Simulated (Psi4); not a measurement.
# CCSD/cc-pVDZ (sweep point 7) run of AlNH6 (Al(NH3)H3)

What is the vertical ionisation energy of AlNH6 (Al(NH3)H3) at CCSD/cc-pVDZ (sweep point 7)? 

The calculation is run with Psi4 1.11.

4 further runs of the same task are left out: 4 set aside as unsound or not needed.

### Step 1. The structure to begin with

AlNH6 has 8 atoms, charge 0, and is taken as a singlet. SMILES: `[H][Al]([H])([H])<-[NH3]`. The shape comes from GFN2-xTB, which is rough for such elements, and wasn't checked as a minimum.

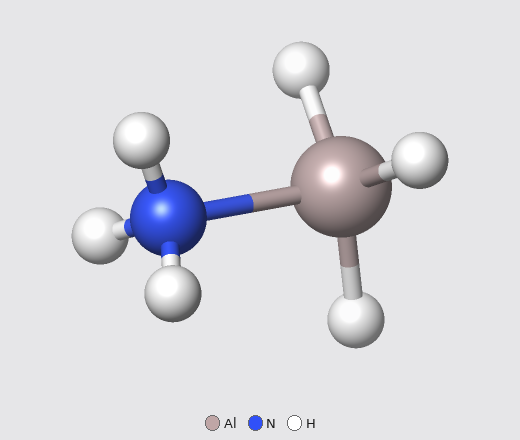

The structure, seen from a chosen angle (aluminium light grey, nitrogen blue, hydrogen white).

### Step 2. The energy at CCSD/cc-pVDZ (sweep point 7)

Input file calc.in:

```
memory 1600 mb

molecule m {
  0 1
  Al    -0.003210     0.003300    -1.081610
  N      0.001320    -0.005080     0.971240
  H     -0.947740     0.031660     1.336200
  H      0.509990     0.801710     1.326690
  H      0.448970    -0.846490     1.328250
  H      1.552450    -0.025230    -1.294610
  H     -0.753790     1.367490    -1.284780
  H     -0.807980    -1.327350    -1.301380
  symmetry c1
}

set basis cc-pVDZ
set reference rhf
set puream true
set scf_type pk
set num_frozen_docc 6
set d_convergence 1e-10
set e_convergence 1e-10

energy('ccsd')
```

The run is started by

```bash
$ psi4 -n 1 calc.in calc.out
```

calc.out:

```text
[...]
  Running in c1 symmetry.
[...]
  Nuclear repulsion =   62.584948828071589
[...]
  Multiplicity = 1
[...]
  Nalpha       = 13
  Nbeta        = 13
[...]
    Number of basis functions: 62
[...]
   @RHF iter   1:  -299.80525904894210   -6.86123e-01   5.27166e-03 ADIIS/DIIS
[...]
   @RHF iter  12:  -299.87028536155970   -1.13687e-13   4.00577e-11 DIIS
[...]
    Orbital Energies [Eh]
    ---------------------
    Doubly Occupied:
       1A    -58.417731     2A    -15.641624     3A     -4.835760
       4A     -3.150855     5A     -3.149060     6A     -3.149056
       7A     -1.236523     8A     -0.718881     9A     -0.718568
      10A     -0.614461    11A     -0.475290    12A     -0.389614
      13A     -0.389601
[...]
  @RHF Final Energy:  -299.87028536155970
   => Energetics <=
    Nuclear Repulsion Energy =             62.5849488280715889
    One-Electron Energy =                -539.1364207426103121
    Two-Electron Energy =                 176.6811865529790566
    Total Energy =                       -299.8702853615596950
[...]
 Multipole Moments:
 ------------------------------------------------------------------------------------
     Multipole            Electronic (a.u.)      Nuclear  (a.u.)        Total (a.u.)
 ------------------------------------------------------------------------------------
 L = 1.  Multiply by 2.5417464519 to convert [e a0] to [Debye]
 Dipole X            :         -0.0060950            0.0113634            0.0052683
 Dipole Y            :         -0.0044269           -0.0033348           -0.0077617
 Dipole Z            :         -0.5530316            2.6480960            2.0950644
 Magnitude           :                                                    2.0950854
[...]
      * MP2 total energy                      = -300.141279979268177
[...]
      * CCSD total energy                     = -300.179725954849516
[...]
```

Wall time 4.5 s (1 thread of AMD EPYC 9B45 (Zen 5), shared host); peak memory 0.3 GiB.

### Step 3. The doublet cation

Input file job.dat:

```
memory 1.6 GB

molecule geom {
  1 2
  Al    -0.003210     0.003300    -1.081610
  N      0.001320    -0.005080     0.971240
  H     -0.947740     0.031660     1.336200
  H      0.509990     0.801710     1.326690
  H      0.448970    -0.846490     1.328250
  H      1.552450    -0.025230    -1.294610
  H     -0.753790     1.367490    -1.284780
  H     -0.807980    -1.327350    -1.301380
  symmetry c1
}

set {
  basis cc-pVDZ
  reference uhf
  puream true
  scf_type pk
  num_frozen_docc 6
  d_convergence 1e-10
  e_convergence 1e-10
  maxiter 150
}

E = energy('ccsd')
```

The run is started by

```bash
$ psi4 -i job.dat -o job.out -n 1
```

job.out:

```text
[...]
  Running in c1 symmetry.
[...]
  Nuclear repulsion =   62.584948828071589
[...]
  Multiplicity = 2
[...]
  Nalpha       = 13
  Nbeta        = 12
[...]
    Number of basis functions: 62
[...]
   @UHF iter   1:  -299.43736989844399   -3.18233e-01   5.22331e-03 ADIIS/DIIS
[...]
   @UHF iter  22:  -299.52150006862769   -1.13687e-13   6.02692e-11 DIIS
[...]
   @S^2 Observed:                8.282919527E-01
[...]
    Orbital Energies [Eh]
    ---------------------
    Alpha Occupied:
       1A    -58.699232     2A    -15.831910     3A     -5.115977
       4A     -3.435444     5A     -3.428688     6A     -3.426690
       7A     -1.425486     8A     -0.908606     9A     -0.907171
      10A     -0.886640    11A     -0.781404    12A     -0.749245
      13A     -0.625656
    Alpha Virtual:
      14A     -0.088118    15A     -0.036247    16A     -0.030035
      17A     -0.004360    18A      0.062916    19A      0.067629
      20A      0.072358    21A      0.139072    22A      0.143012
      23A      0.162448    24A      0.179031    25A      0.202187
[...]
  @UHF Final Energy:  -299.52150006862769
   => Energetics <=
    Nuclear Repulsion Energy =             62.5849488280715889
    One-Electron Energy =                -532.7458554025879494
    Two-Electron Energy =                 170.6394065058887008
    Total Energy =                       -299.5215000686276881
  UHF NO Occupations:
  HONO-2 :   11  A 1.9997749
  HONO-1 :   12  A 1.9603282
[...]
 Multipole Moments:
 ------------------------------------------------------------------------------------
     Multipole            Electronic (a.u.)      Nuclear  (a.u.)        Total (a.u.)
 ------------------------------------------------------------------------------------
 L = 1.  Multiply by 2.5417464519 to convert [e a0] to [Debye]
 Dipole X            :          0.3763608            0.0113634            0.3877241
 Dipole Y            :          0.6392518           -0.0033348            0.6359170
 Dipole Z            :         -1.9241895            2.6480960            0.7239065
 Magnitude           :                                                    1.0386342
[...]
      * MP2 total energy                      = -299.771623442247517
[...]
      * CCSD total energy                     = -299.810615825351022
[...]
```

Run time: 9.3 s. Hardware: 1 thread of AMD EPYC 9B45 (Zen 5), shared host; peak memory 0.32 GiB.

### Step 4. Outcome

Level: CCSD/cc-pVDZ (sweep point 7), 6 core orbitals frozen.

| quantity | value |
| --- | --- |
| singlet AlNH6: total energy | -300.17973 Eh |
| singlet AlNH6: HOMO energy (Hartree–Fock orbitals) | -10.60 eV |
| singlet AlNH6: LUMO energy (Hartree–Fock orbitals) | 2.99 eV |
| singlet AlNH6: HOMO–LUMO gap (Hartree–Fock orbitals) | 13.59 eV |
| singlet AlNH6: correlation energy (6 core orbitals frozen) | -309.4 mEh |
| singlet AlNH6: T1 diagnostic | 0.008 |
| doublet cation: total energy | -299.81062 Eh |
| doublet cation: HOMO energy (Hartree–Fock orbitals) (highest over α and β) | -15.96 eV |
| doublet cation: LUMO energy (Hartree–Fock orbitals) (lowest over α and β) | -8.45 eV |
| doublet cation: correlation energy (6 core orbitals frozen) | -289.1 mEh |
| doublet cation: ⟨S²⟩ of the reference determinant | 0.828 |
| doublet cation: T1 diagnostic | 0.027 |
| vertical ionisation energy (to the doublet cation) | 10.044 eV |

The vertical ionisation energy comes to 10.04 eV (969 kJ/mol).
